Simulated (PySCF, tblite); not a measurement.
# Si₃N₃H₈−, a small gas-phase stand-in for a defect centre (nitride 3-ring): NMR shifts, core binding energies and electronic excitations

What NMR shifts, core binding energies and electronic excitations should one expect for `N1[SiH]N[SiH2]N[SiH2]1`? It is drawn as: dangling bond, charged.

Computed with tblite 0.8.0 and PySCF 2.14.0; each step states its level. No surroundings beyond the atoms listed, unless a continuum is named. Atoms count from 0, parts from 1.

### Step 1. Starting point

14 atoms, charge -1, multiplicity 1; geometry: distance geometry start.

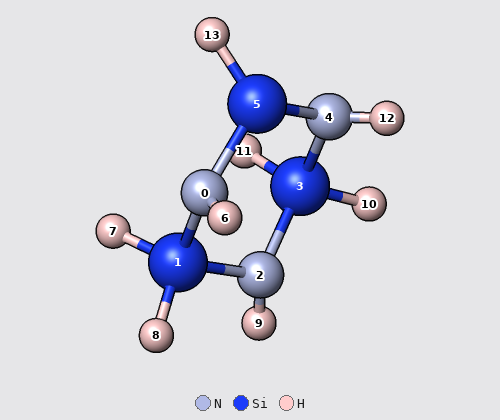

The starting geometry (nitrogen light blue, silicon blue, hydrogen pink), atoms numbered.

### Step 2. Relaxing the cluster with GFN2-xTB

What the job is given:

```
{"job": {"kind": "relax", "xc": "GFN2-xTB", "basis": "xTB"}, "charge": -1, "multiplicity": 1}
N      0.361924     1.747835    -0.021767
Si    -0.727911     1.245313     1.362150
N     -0.600699    -0.531472     1.610549
Si    -0.953592    -1.581514     0.178392
N      0.157631    -1.117973    -1.206753
Si     0.320231     0.682002    -1.509246
H      1.286482     2.068509     0.249143
H     -2.047388     1.592199     1.023978
H     -0.345125     1.940791     2.532041
H     -0.945879    -0.895790     2.503352
H     -0.707185    -2.956050     0.486847
H     -2.297957    -1.454012    -0.216701
H      1.007843    -1.664561    -1.297209
H     -0.393519     1.194210    -2.600123
```

Level: GFN2-xTB geometry optimisation, gas phase.

Launch:

```bash
OMP_NUM_THREADS=1 python cluster_run.py task.json out
```

One launch serves the whole session: the jobs run in the order shown.

Output:

```text
step      E/eV     max force
  0    -496.21618    4.214
  1    -497.11240    2.964
  2    -497.46113    1.771
  3    -497.60683    1.221
  4    -497.76663    0.898
  5    -497.83089    0.837
  6    -497.88533    0.713
  7    -497.92633    0.492
  8    -497.95607    0.475
  9    -497.97020    0.309
 10    -497.98485    0.314
 11    -497.99599    0.355
 12    -498.01032    0.417
 13    -498.01923    0.255
 14    -498.02416    0.199
 15    -498.02827    0.176
 16    -498.03458    0.320
 17    -498.04215    0.358
 18    -498.04819    0.233
 19    -498.05140    0.122
 20    -498.05319    0.123
 21    -498.05524    0.132
 22    -498.05813    0.161
 23    -498.06173    0.139
 24    -498.06537    0.158
 25    -498.06812    0.135
 26    -498.06984    0.118
 27    -498.07110    0.130
 28    -498.07245    0.097
 29    -498.07403    0.106
 30    -498.07577    0.127
 31    -498.07779    0.223
 32    -498.07987    0.289
 33    -498.08352    0.239
 34    -498.08797    0.171
 35    -498.09136    0.132
 36    -498.09340    0.223
 37    -498.09513    0.237
 38    -498.09814    0.139
 39    -498.10129    0.092
 40    -498.10340    0.090
 41    -498.10494    0.077
 42    -498.10577    0.075
 43    -498.10672    0.141
 44    -498.10764    0.168
 45    -498.11113    0.187
 46    -498.11367    0.135
 47    -498.11703    0.117
 48    -498.11885    0.131
 49    -498.12006    0.154
 50    -498.12161    0.144
 51    -498.12374    0.097
 52    -498.12544    0.091
 53    -498.12660    0.079
 54    -498.12760    0.067
 55    -498.12873    0.077
 56    -498.12990    0.079
 57    -498.13073    0.069
 58    -498.13120    0.052
 59    -498.13146    0.046
 60    -498.13165    0.046
 61    -498.13183    0.027
 62    -498.13197    0.021
 63    -498.13202    0.021
 64    -498.13207    0.020
 65    -498.13213    0.020
 66    -498.13222    0.033
 67    -498.13236    0.042
 68    -498.13257    0.040
 69    -498.13286    0.045
 70    -498.13317    0.040
 71    -498.13344    0.039
 72    -498.13366    0.041
 73    -498.13388    0.041
 74    -498.13417    0.040
 75    -498.13458    0.042
 76    -498.13495    0.040
 77    -498.13517    0.029
 78    -498.13525    0.022
 79    -498.13529    0.020
 80    -498.13535    0.019
 81    -498.13544    0.030
 82    -498.13559    0.033
 83    -498.13575    0.032
 84    -498.13587    0.020
 85    -498.13596    0.029
 86    -498.13605    0.025
 87    -498.13615    0.020
 88    -498.13620    0.013
 89    -498.13623    0.011
 90    -498.13625    0.010
 91    -498.13628    0.013
 92    -498.13632    0.019
 93    -498.13638    0.022
 94    -498.13643    0.015
 95    -498.13645    0.010
 96    -498.13646    0.007
```

It took 2.6 s on 1 thread of Arm Neoverse V2, shared host.

The steps of the relaxation:

```csv
step,energy from step 0 (eV),largest force (eV/Å)
0,0.0000,4.2139
4,-1.5505,0.8983
8,-1.7399,0.4751
12,-1.7941,0.4167
16,-1.8184,0.3199
20,-1.8370,0.1235
24,-1.8492,0.1580
28,-1.8563,0.0976
32,-1.8637,0.2900
36,-1.8772,0.2230
40,-1.8872,0.0899
44,-1.8915,0.1686
48,-1.9027,0.1308
52,-1.9093,0.0911
56,-1.9137,0.0790
60,-1.9155,0.0458
64,-1.9159,0.0208
68,-1.9164,0.0403
72,-1.9175,0.0406
76,-1.9188,0.0400
80,-1.9192,0.0187
84,-1.9197,0.0205
88,-1.9200,0.0133
92,-1.9201,0.0185
96,-1.9203,0.0062
```

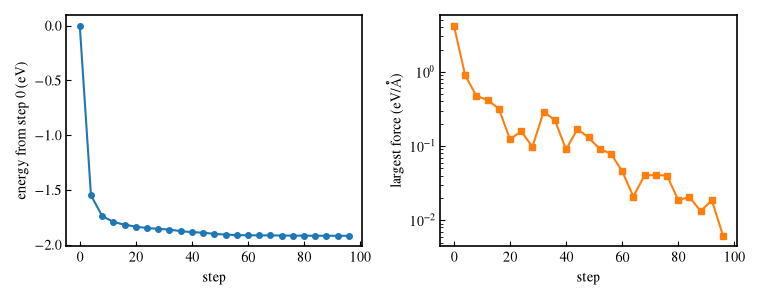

Energy and largest force along the relaxation.

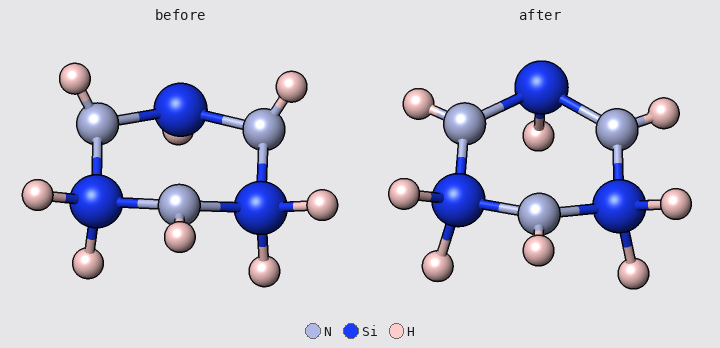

Before and after, at one scale.

Close pairs (by a distance rule), those that changed most:

```csv
bond,before (Å),after (Å),change (Å)
Si3–N4,1.835,1.685,-0.151
N0–Si1,1.832,1.685,-0.147
Si5–H13,1.401,1.537,+0.136
Si1–H7,1.406,1.501,+0.095
Si3–H11,1.407,1.501,+0.094
N2–Si3,1.811,1.724,-0.087
Si1–H8,1.414,1.491,+0.077
Si1–N2,1.799,1.724,-0.075
```

### Step 3. Relaxing the molecule at PBE0-D3(BJ)/def2-SVP

What the job is given:

```
{"job": {"xc": "PBE0", "basis": "def2-SVP", "d3": "d3bj", "grid": 2, "kind": "geom", "shake": 0.01}, "charge": -1, "multiplicity": 1}
N      0.931663     1.503002    -0.119294
Si    -0.221690     1.194125     1.081995
N     -0.322728    -0.513402     1.278287
Si    -0.393782    -1.569985    -0.069353
N      0.708739    -1.103723    -1.223440
Si     1.284759     0.580047    -1.624919
H      1.206308     2.487451    -0.224032
H     -1.582194     1.750240     0.865248
H      0.214176     1.749618     2.421655
H     -0.758717    -0.827709     2.137154
H     -0.145325    -2.939403     0.467807
H     -1.848537    -1.625590    -0.521221
H      0.846385    -1.723128    -1.986376
H      0.074465     1.023850    -2.469102
```

Output:

```text
step   0  E = -1036.72708065  max force = 0.026910
step   1  E = -1036.73547735  max force = 0.009787
step   2  E = -1036.73712778  max force = 0.002879
step   3  E = -1036.73929452  max force = 0.006654
step   4  E = -1036.74281821  max force = 0.016446
step   5  E = -1036.74398579  max force = 0.006224
step   6  E = -1036.74504272  max force = 0.004661
step   7  E = -1036.74604426  max force = 0.003978
step   8  E = -1036.74707122  max force = 0.008256
step   9  E = -1036.74612637  max force = 0.021234
step  10  E = -1036.74996744  max force = 0.010584
step  11  E = -1036.75060510  max force = 0.007563
step  12  E = -1036.75118630  max force = 0.002102
step  13  E = -1036.75128754  max force = 0.000554
step  14  E = -1036.75131219  max force = 0.000410
step  15  E = -1036.75137128  max force = 0.001252
step  16  E = -1036.75143511  max force = 0.001659
step  17  E = -1036.75149848  max force = 0.001210
step  18  E = -1036.75153002  max force = 0.000506
step  19  E = -1036.75153976  max force = 0.000281
optimisation converged
```

It took 3.8 min on 1 thread of Arm Neoverse V2, shared host; peak memory 0.79 GiB.

Step by step: (the energy doesn't fall at every step)

```
step  energy from step 0 (eV)  largest force component (eV/Å)
   0                   0.0000                          1.3838
   1                  -0.2285                          0.5033
   2                  -0.2734                          0.1480
   3                  -0.3324                          0.3422
   4                  -0.4282                          0.8457
   5                  -0.4600                          0.3201
   6                  -0.4888                          0.2397
   7                  -0.5160                          0.2046
   8                  -0.5440                          0.4245
   9                  -0.5183                          1.0919
  10                  -0.6228                          0.5443
  11                  -0.6401                          0.3889
  12                  -0.6559                          0.1081
  13                  -0.6587                          0.0285
  14                  -0.6594                          0.0211
  15                  -0.6610                          0.0644
  16                  -0.6627                          0.0853
  17                  -0.6644                          0.0622
  18                  -0.6653                          0.0260
  19                  -0.6656                          0.0144
```

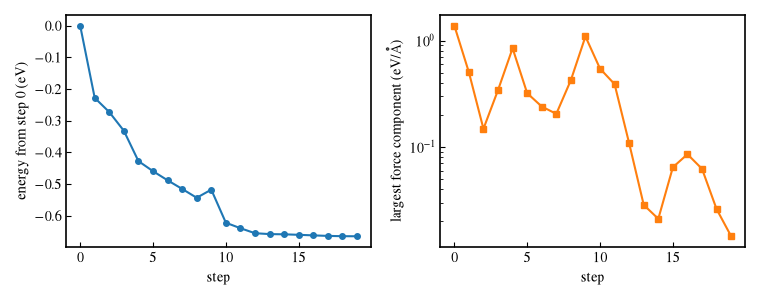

Energy and force, step by step.

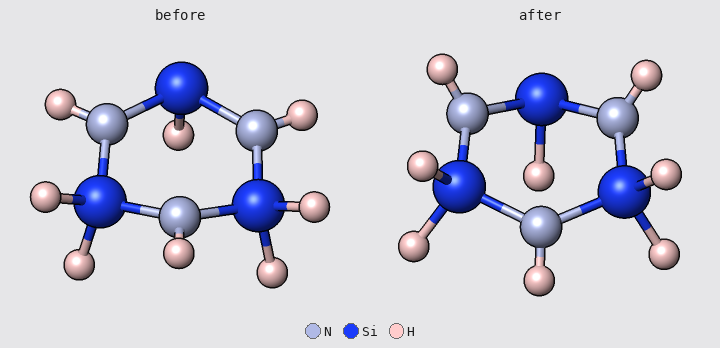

Before and after, at one scale.

Distances of close pairs at the start and the end, largest changes first:

```csv
bond,before (Å),after (Å),change (Å)
N0–Si5,1.801,1.858,+0.057
Si3–N4,1.663,1.703,+0.041
N2–Si3,1.714,1.749,+0.035
N4–Si5,1.824,1.858,+0.034
Si1–H7,1.486,1.517,+0.031
Si1–N2,1.722,1.749,+0.027
Si3–H10,1.492,1.519,+0.027
N4–H12,0.992,1.013,+0.021
```

The end geometry stands in the next job.

| at the end point | value |
| --- | --- |
| point group (found at 0.08 Å tolerance) | Cs |
| rotational constants (GHz, main isotopes) | 2.231, 2.096, 1.171 |

### Step 4. Nuclear shieldings: PBE0/aug-pcSseg-1

What the job is given:

```
{"job": {"kind": "nmr", "xc": "PBE0", "basis": "aug-pcSseg-1"}, "charge": -1, "multiplicity": 1}
N      0.911198     1.575892    -0.215418
Si    -0.117726     1.243597     1.101183
N     -0.813486    -0.356438     0.976628
Si    -0.329268    -1.628332    -0.122296
N      0.729618    -1.038443    -1.319076
Si     0.785019     0.735755    -1.868303
H      1.817383     1.976192    -0.002089
H     -1.328415     2.140144     1.275505
H      0.650396     1.442166     2.396877
H     -1.793973    -0.394986     1.237838
H      0.328589    -2.794916     0.595017
H     -1.648775    -2.210067    -0.591915
H      1.566586    -1.578562    -1.504398
H     -0.761177     0.874707    -1.944105
```

With the program's defaults for keys left out, this is: GIAO PBE0/aug-pcSseg-1 NMR shielding, non-relativistic, gas phase.

Output:

```text
coarse grid: 13024 points
cycle   1  E = -1036.9381821388  dE =  3.890e-01  |g| = 7.849e-01  |ddm| = 5.599e+00
cycle   2  E = -1036.6409160266  dE =  2.973e-01  |g| = 1.357e+00  |ddm| = 4.602e+00
cycle   3  E = -1037.0863719369  dE = -4.455e-01  |g| = 8.821e-02  |ddm| = 3.728e+00
cycle   4  E = -1037.0874817781  dE = -1.110e-03  |g| = 6.308e-02  |ddm| = 2.824e-01
cycle   5  E = -1037.0883289731  dE = -8.472e-04  |g| = 1.375e-02  |ddm| = 9.739e-02
cycle   6  E = -1037.0883718322  dE = -4.286e-05  |g| = 2.336e-03  |ddm| = 4.080e-02
cycle   7  E = -1037.0883736122  dE = -1.780e-06  |g| = 4.588e-04  |ddm| = 1.070e-02
final grid: 111736 points
cycle   8  E = -1037.1136058827  dE = -1.768e-05  |g| = 7.922e-03  |ddm| = 1.445e-01
cycle   9  E = -1037.1135841603  dE =  2.172e-05  |g| = 1.270e-02  |ddm| = 2.888e-02
cycle  10  E = -1037.1136194770  dE = -3.532e-05  |g| = 5.077e-04  |ddm| = 1.913e-02
cycle  11  E = -1037.1136195140  dE = -3.705e-08  |g| = 2.855e-04  |ddm| = 1.761e-03
cycle  12  E = -1037.1136195312  dE = -1.722e-08  |g| = 7.830e-05  |ddm| = 4.676e-04
cycle  13  E = -1037.1136195325  dE = -1.318e-09  |g| = 2.436e-05  |ddm| = 2.197e-04
cycle  14  E = -1037.1136195327  dE = -1.614e-10  |g| = 2.250e-06  |ddm| = 8.191e-05
converged SCF energy = -1037.1136195327

GIAO shielding tensors (ppm)
atom      isotropic    diamagn.    paramagn.     s11        s22        s33       span
  0 N      189.698     321.668    -131.971    112.390    224.878    231.826    119.436
  1 Si     405.630     874.421    -468.791    366.079    379.515    471.295    105.216
  2 N      221.168     322.809    -101.642    177.463    228.164    257.876     80.413
  3 Si     405.876     874.393    -468.517    366.012    380.040    471.575    105.563
  4 N      189.736     321.723    -131.987    112.232    225.057    231.918    119.685
  5 Si     361.003     873.638    -512.635    304.336    338.245    440.428    136.093
  6 H       30.244      36.320      -6.076     24.811     28.265     37.657     12.846
  7 H       26.121      26.642      -0.521     22.218     24.514     31.633      9.415
  8 H       25.728      25.948      -0.221     22.507     23.776     30.901      8.394
  9 H       31.509      37.979      -6.470     25.663     27.740     41.123     15.460
 10 H       25.729      25.932      -0.203     22.508     23.766     30.913      8.405
 11 H       26.119      26.636      -0.517     22.228     24.501     31.628      9.400
 12 H       30.239      36.531      -6.292     24.833     28.225     37.659     12.826
 13 H       25.394      30.183      -4.789     24.154     25.126     26.902      2.748
```

It took 51 s on 1 thread of Arm Neoverse V2, shared host; peak memory 1 GiB.

No reference compound was run at this level, so shieldings alone are listed. Atoms listed in one row are averaged.

| atoms | environment | σ (ppm) |
| --- | --- | --- |
| H13 | hydrogen on a silicon bonded to 2 N | 25.39 |
| H8, H10 | hydrogen on a silicon bonded to 2 N | 25.73 |
| H7, H11 | hydrogen on a silicon bonded to 2 N | 26.12 |
| H6, H12 | hydrogen on a nitrogen bonded to 2 Si | 30.24 |
| H9 | hydrogen on a nitrogen bonded to 2 Si | 31.51 |
| N0, N4 | nitrogen bonded to 2 Si, H | 189.7 |
| N2 | nitrogen bonded to 2 Si, H | 221.2 |
| Si5 | silicon bonded to 2 N, H | 361.0 |
| Si1, Si3 | silicon bonded to 2 N, 2 H | 405.8 |

The run also stored atomic charges by several schemes (e):

```
   atoms    IAO  Hirshfeld  ESP fit
  N0, N4  -0.93      -0.38    -0.10
Si1, Si3   0.97       0.33     0.18
      N2  -0.97      -0.35    -0.36
     Si5   0.15      -0.11    -0.99
```

Hirshfeld charges:

N0 -0.38; Si1 0.33; N2 -0.35; Si3 0.33; N4 -0.38; Si5 -0.11; H6 0.07; H7 -0.13; H8 -0.13; H9 0.09; H10 -0.13; H11 -0.13; H12 0.07; H13 -0.16

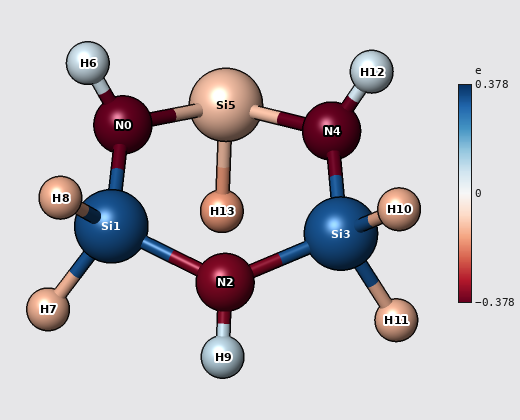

Hirshfeld charges, as colours on the atoms.

Mulliken charges and Mayer bond orders break down with diffuse functions, so they are left out here.

With diffuse functions Mulliken charges and Mayer bond orders lose their meaning; the other schemes are steadier.

Ring of atoms N0, Si1, N2, Si3, N4, Si5: NICS(0) -0.3, NICS(1) -0.1, NICS(1)zz 4.8 ppm (means of both faces).

The fields below are evaluated on a grid from the run's orbitals.

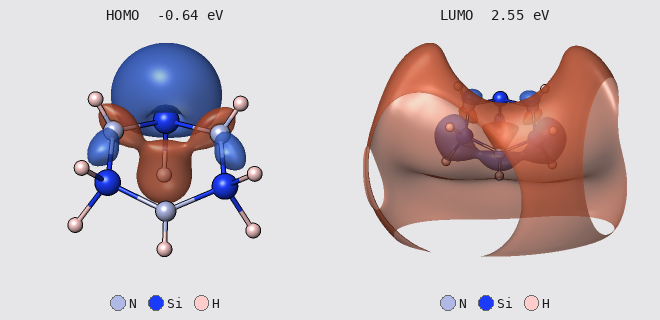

Frontier orbitals at PBE0/aug-pcSseg-1; each surface holds 70 % of the orbital's density, blue and red mark the sign. The LUMO is diffuse and is cut off by the edge of the grid.

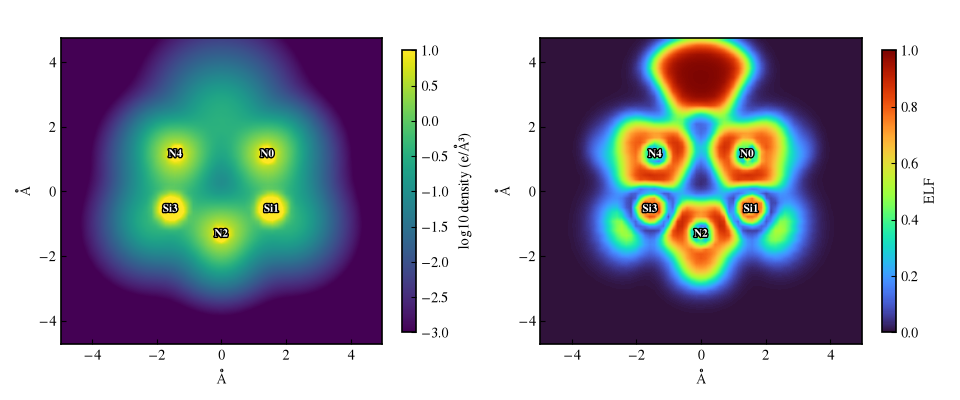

Density (left) and ELF (right) in a plane through or near 5 of the atoms.

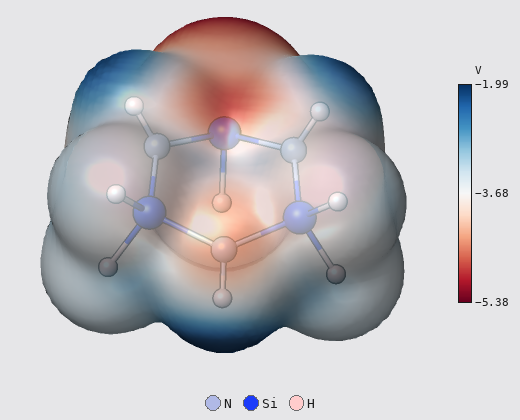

Electrostatic potential on the surface of density 0.002 e/bohr³; red is low, blue high. It runs from -5.38 V near Si5 to -1.99 V near H9.

[end of part 1 of 2]
